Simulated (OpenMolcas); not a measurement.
**One shape, several levels: C2HF2Ge (SMILES C#[C][Ge]([F])[F])**

Wanted: a comparison of 6 runs (UHF/STO-3G, UHF/3-21G, UB3LYP/6-31G*, UBLYP/6-31G*, UM06-L/6-31G*, UPBE/6-31G*) of C2HF2Ge. 

The calculation is run with OpenMolcas 26.06.

## Step 1: The structure to begin with

C2HF2Ge has 6 atoms, charge 0, and is taken as a doublet. As SMILES, `C#[C][Ge]([F])[F]`. The coordinates come from a PBE0-D4/def2-TZVP relaxation.

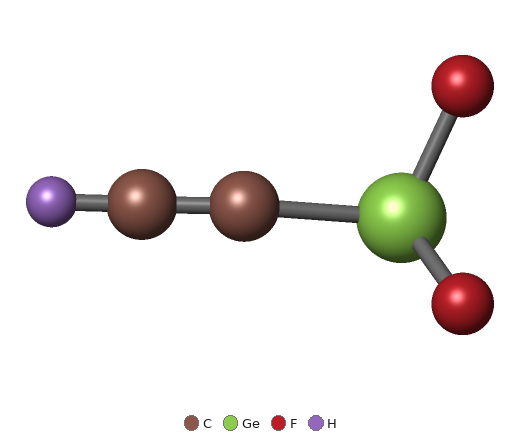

Viewed from a chosen angle; carbon brown, germanium green, fluorine red, hydrogen purple.

## Step 2: Energy and forces at UHF/STO-3G (run 1)

mol.inp reads:

```
* C2HF2Ge Hartree-Fock

&GATEWAY
 BasLib = $CurrDir
 Coord
 6
 angstrom
 C       -0.190100       0.518400       1.692900
 C       -0.131400       0.204200       0.530300
 Ge      -0.289600      -0.139700      -1.323100
 F       -0.276600      -1.850600      -1.565100
 F        1.142900       0.424100      -2.108200
 H       -0.213200       0.779700       2.727000
 Basis = STO-3G
 Group = NoSym

&SEWARD

&SCF
 UHF
 Spin = 2
 Thresholds = 1e-10 1e-07 1e-07 1e-05
 PrOrbitals = 1 1

&ALASKA
```

The basis set STO-3G is read from a file made from the Basis Set Exchange's data (not shown).

Command:

```
$ export MOLCAS_MEM=1860
$ pymolcas mol.inp > mol.log
```

Standard output:

```text
--- Start Module: gateway ---
[...]
--- Stop Module: gateway /rc=_RC_ALL_IS_WELL_ ---
[...]
      Basis functions           39
[...]
--- Start Module: scf ---
[...]
       Convergence after  31 Iterations
[...]
::    Total SCF energy                              -2323.1333549775
[...]
      Total spin, S                                     0.5917055944
[...]
      Total electronic charge=   63.000000
      Total            charge=   -0.000000
[...]
      Dipole Moment (debye):
      Origin of the operator (angstrom)=   -0.0659   -0.2043   -1.0091
                   X= -1.4846E+00               Y=  9.7436E-01               Z=  2.0269E-01           Total=  1.7873E+00
      Quadrupole Moment (debye*angstrom):
[...]
--- Stop Module: scf /rc=_RC_ALL_IS_WELL_ ---
[...]
--- Start Module: alaska ---
[...]
 *              Molecular gradients               *
 **************************************************
  Irreducible representation: a
 ------------------------------------------------------------------------------------------
                              X                       Y                       Z
 ------------------------------------------------------------------------------------------
  C1               -3.24998639543761E-03    1.07378015283945E-02    3.64828786687994E-02
  C2                5.49285702932845E-03   -4.11120748747238E-03   -2.90441866001867E-03
  GE3              -2.21589644297104E-02    9.69190698361366E-03   -1.70768606692970E-02
  F4               -1.61383013043603E-03   -2.63014422272434E-02   -3.68287900871866E-03
  F5                2.12349980400894E-02    1.02617242740699E-02   -1.24264017705471E-02
  H6                2.94925886138581E-04   -2.78783071285815E-04   -3.92318560254346E-04
 ------------------------------------------------------------------------------------------
[...]
```

Wall time 4.5 s (1 thread of Intel Xeon Platinum 8259CL at 2.50GHz (Skylake/Cascade Lake), shared host); peak memory 0.37 GiB.

## Step 3: Energy and forces at UHF/3-21G (run 2)

mol.inp: that of step 2 with these lines changed.

```diff
@@ -3,3 +3,3 @@
 &GATEWAY
- BasLib = $CurrDir
+ BasLib=$CurrDir
  Coord
@@ -13,4 +13,4 @@
  H       -0.213200       0.779700       2.727000
- Basis = STO-3G
- Group = NoSym
+ Basis=3-21G
+ Group=NoSym
 
@@ -20,5 +20,5 @@
  UHF
- Spin = 2
- Thresholds = 1e-10 1e-07 1e-07 1e-05
- PrOrbitals = 1 1
+ Spin=2
+ Thresholds=1e-10 1e-07 1e-07 1e-05
+ PrOrbitals=0
```

The basis set 3-21G is read from a file made from the Basis Set Exchange's data (not shown).

Command:

```
$ export MOLCAS_MEM=1860
$ pymolcas mol.inp > mol.log
```

Standard output:

```text
--- Start Module: gateway ---
[...]
--- Stop Module: gateway /rc=_RC_ALL_IS_WELL_ ---
[...]
      Basis functions           60
[...]
--- Start Module: scf ---
[...]
       Convergence after  26 Iterations
[...]
::    Total SCF energy                              -2339.0683664439
[...]
      Total spin, S                                     0.5100004040
[...]
      Total electronic charge=   63.000000
      Total            charge=   -0.000000
[...]
      Dipole Moment (debye):
      Origin of the operator (angstrom)=   -0.0659   -0.2043   -1.0091
                   X= -2.4745E+00               Y=  2.0444E+00               Z=  2.0984E+00           Total=  3.8348E+00
      Quadrupole Moment (debye*angstrom):
[...]
--- Stop Module: scf /rc=_RC_ALL_IS_WELL_ ---
[...]
--- Start Module: alaska ---
[...]
 *              Molecular gradients               *
 **************************************************
  Irreducible representation: a
 ------------------------------------------------------------------------------------------
                              X                       Y                       Z
 ------------------------------------------------------------------------------------------
  C1               -7.26215695209609E-03    7.23377182182006E-03    1.13227428307319E-02
  C2                1.12069029899584E-02   -1.29300006637441E-02   -2.48958592329789E-02
  GE3              -2.98840510387848E-02    2.17468203137354E-02    1.32818275768241E-02
  F4                3.35143339253108E-04   -2.87534365647346E-02   -1.29491880082622E-03
  F5                2.47563539986366E-02    1.03127599459434E-02   -1.06440691988396E-02
  H6                8.47807663037187E-04    2.39008514696248E-03    1.22302768250311E-02
 ------------------------------------------------------------------------------------------
[...]
```

Wall time 6.3 s (1 thread of Intel Xeon Platinum 8259CL at 2.50GHz (Skylake/Cascade Lake), shared host); peak memory 0.4 GiB.

## Step 4: Energy and forces at UB3LYP/6-31G(d) (spherical functions) (run 3)

mol.input reads:

```
>>> EXPORT MOLCAS_PRINT=2
&GATEWAY
BASLIB=$CurrDir
BASISSET
C.6-31Gs....
C1 -0.190100 0.518400 1.692900 angstrom
C2 -0.131400 0.204200 0.530300 angstrom
End of Basis
BASISSET
Ge.6-31Gs....
Ge3 -0.289600 -0.139700 -1.323100 angstrom
End of Basis
BASISSET
F.6-31Gs....
F4 -0.276600 -1.850600 -1.565100 angstrom
F5 1.142900 0.424100 -2.108200 angstrom
End of Basis
BASISSET
H.6-31Gs....
H6 -0.213200 0.779700 2.727000 angstrom
End of Basis
&SEWARD
GRIDINPUT
Grid=UltraFine
End of Grid
&SCF
UHF
SPIN=2
KSDFT=B3LYP
THRESHOLDS=1e-10 1e-07 1e-07 1e-05
PRORBITALS=0
&ALASKA
```

The basis set 6-31G* is read from a file made from the Basis Set Exchange's data (not shown).

Command:

```
$ export MOLCAS_MEM=1860
$ pymolcas mol.input > mol.log
```

Standard output:

```text
--- Start Module: gateway ---
[...]
--- Stop Module: gateway /rc=_RC_ALL_IS_WELL_ ---
[...]
      Basis functions           90
[...]
--- Start Module: scf ---
[...]
       Convergence after  18 Iterations
[...]
::    Total KS-DFT energy                           -2353.2081720489
[...]
      Total spin, S                                     0.5009626152
[...]
      Total electronic charge=   63.000000
      Total            charge=   -0.000000
[...]
      Dipole Moment (debye):
      Origin of the operator (angstrom)=   -0.0659   -0.2043   -1.0091
                   X= -1.5148E+00               Y=  1.4446E+00               Z=  2.0940E+00           Total=  2.9608E+00
      Quadrupole Moment (debye*angstrom):
[...]
--- Stop Module: scf /rc=_RC_ALL_IS_WELL_ ---
[...]
--- Start Module: alaska ---
[...]
 *              Molecular gradients               *
 **************************************************
  Irreducible representation: a
 ------------------------------------------------------------------------------------------
                              X                       Y                       Z
 ------------------------------------------------------------------------------------------
  C1                1.03642933679371E-03   -4.74000433691835E-03   -1.71453855503962E-02
  C2               -1.06352317975622E-03    4.04485731703597E-03    1.41436970494215E-02
  GE3               8.61978729392021E-03   -5.80791712503270E-03   -1.52008195110831E-03
  F4                6.05555283565984E-05    1.01538182630279E-02    1.21537927441651E-03
  F5               -8.42807764255582E-03   -3.51552555900270E-03    4.45767243229156E-03
  H6               -2.25171336724922E-04   -1.35228559141831E-04   -1.15128125469166E-03
 ------------------------------------------------------------------------------------------
[...]
```

Run time: 54 s. Hardware: 1 thread of Intel Xeon Platinum 8259CL at 2.50GHz (Skylake/Cascade Lake), shared host; peak memory 0.49 GiB.

Runs 4 to 5 aren't shown in full; the table further down has their settings and results.

## Step 5: Energy and gradient at UPBE/6-31G(d) (spherical functions) (run 6)

test.input reads:

```
* C2HF2Ge Kohn-Sham DFT
>>> EXPORT MOLCAS_PRINT=2

&GATEWAY
  BasLib
  $CurrDir
  Coord
  6
  angstrom
  C       -0.190100       0.518400       1.692900
  C       -0.131400       0.204200       0.530300
  Ge      -0.289600      -0.139700      -1.323100
  F       -0.276600      -1.850600      -1.565100
  F        1.142900       0.424100      -2.108200
  H       -0.213200       0.779700       2.727000
  Basis
  6-31Gs
  Group
  NoSym

&SEWARD
  GridInput
  Grid=UltraFine
  End of Grid

&SCF
  UHF
  Spin
  2
  KSDFT
  PBE
  Thresholds
  1e-10 1e-07 1e-07 1e-05
  PrOrbitals
  1 2

&ALASKA
```

The basis set 6-31G* is read from a file made from the Basis Set Exchange's data (not shown).

Command:

```
$ export MOLCAS_MEM=1860
$ pymolcas test.input > test.log
```

Standard output:

```text
--- Start Module: gateway ---
[...]
--- Stop Module: gateway /rc=_RC_ALL_IS_WELL_ ---
[...]
      Basis functions           90
[...]
--- Start Module: scf ---
[...]
       Convergence after  20 Iterations
[...]
::    Total KS-DFT energy                           -2352.5654531013
[...]
      Total spin, S                                     0.5006337142
[...]
      Total electronic charge=   63.000000
      Total            charge=   -0.000000
[...]
      Dipole Moment (debye):
      Origin of the operator (angstrom)=   -0.0659   -0.2043   -1.0091
                   X= -1.2976E+00               Y=  1.2891E+00               Z=  2.0101E+00           Total=  2.7177E+00
      Quadrupole Moment (debye*angstrom):
[...]
--- Stop Module: scf /rc=_RC_ALL_IS_WELL_ ---
[...]
--- Start Module: alaska ---
[...]
 *              Molecular gradients               *
 **************************************************
  Irreducible representation: a
 ------------------------------------------------------------------------------------------
                              X                       Y                       Z
 ------------------------------------------------------------------------------------------
  C1                2.37357911320224E-03   -9.45922318497772E-03   -3.34170174255739E-02
  C2               -2.77927641633369E-03    1.01009924519647E-02    3.50270434607509E-02
  GE3               1.45024852188840E-02   -1.01354251080590E-02   -4.27145978384580E-03
  F4                1.71578657468086E-04    1.70239978424931E-02    2.06327032316178E-03
  F5               -1.41300235292015E-02   -5.96104501907391E-03    7.52928105200823E-03
  H6               -1.38343044082667E-04   -1.56929698228092E-03   -6.93111762650922E-03
 ------------------------------------------------------------------------------------------
[...]
```

Run time: 54 s. Hardware: 1 thread of Intel Xeon Platinum 8259CL at 2.50GHz (Skylake/Cascade Lake), shared host; peak memory 0.49 GiB.

## Step 6: All runs side by side

| run | level | integration grid | task | energy (Eh) | dipole moment (D) | HOMO energy (eV) | LUMO energy (eV) | wall time |
| --- | --- | --- | --- | --- | --- | --- | --- | --- |
| 1 | UHF/STO-3G | – | gradient | -2323.133355 | 1.79 | -7.16 | 3.89 | 4.5 s |
| 2 | UHF/3-21G | – | gradient | -2339.068366 | 3.83 | -10.36 | -0.11 | 6.3 s |
| 3 | UB3LYP/6-31G* (spherical functions) | UltraFine | gradient | -2353.208172 | 2.96 | -7.06 | -4.25 | 54 s |
| 4 | UBLYP/6-31G* (spherical functions) | UltraFine | gradient | -2353.182635 | 2.74 | -5.78 | -4.74 | 56 s |
| 5 | UM06-L/6-31G* (spherical functions) | UltraFine | energy | -2353.077763 | 2.89 | -6.18 | -4.90 | 63 s |
| 6 | UPBE/6-31G* (spherical functions) | UltraFine | gradient | -2352.565453 | 2.72 | -5.99 | -4.73 | 54 s |

## Step 7: Outcome

```
                                 quantity           value
                      run 6: total energy  -2352.56545 Eh
                     run 6: dipole moment          2.72 D
run 6: HOMO energy (highest over α and β)        -5.99 eV
 run 6: LUMO energy (lowest over α and β)        -4.73 eV
                              run 6: ⟨S²⟩           0.751
          run 6: largest force on an atom      1.880 eV/Å
```

In words: The dipole moment (its size) runs from 1.79 D (UHF/STO-3G) to 3.83 D (UHF/3-21G). Totals of different functionals can't be ranked against each other. In run 1 the basis is minimal, so the values are rough. Spin contamination of the reference: run 1 ⟨S²⟩ = 0.94. All runs together took 4 min, the longest 63 s.
